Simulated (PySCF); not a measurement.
Sn(Me)(SMe)3, SMILES C[S][Sn]([CH3])([S]C)[S]C, singlet, GFN2-xTB optimised geometry. Atoms within 1.6 Å of the plane z = 1.2 Å (x, y, z in Å): Sn3 (0.24, -0.20, 0.00), C4 (2.47, -0.20, 0.00), S5 (-0.64, -1.34, 2.02), S7 (-0.50, 2.15, 0.00), H11 (-1.35, -3.05, -0.29), H12 (2.83, -1.06, 0.56), H13 (2.82, 0.72, 0.46), H20 (-2.83, 1.51, 0.00).

Computed with CAM-B3LYP/def2-SVP, def2 effective core potentials past Kr (PySCF). The core electrons that the potentials of Sn replace are not part of the density.

Map of the electron localisation function on the plane z = 1.2 Å:

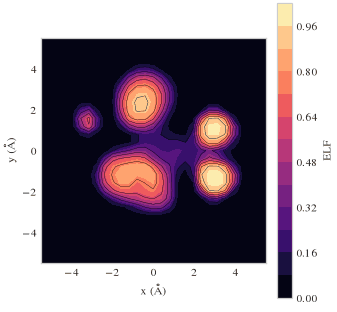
Electron localisation function on the plane z = 1.2 Å.
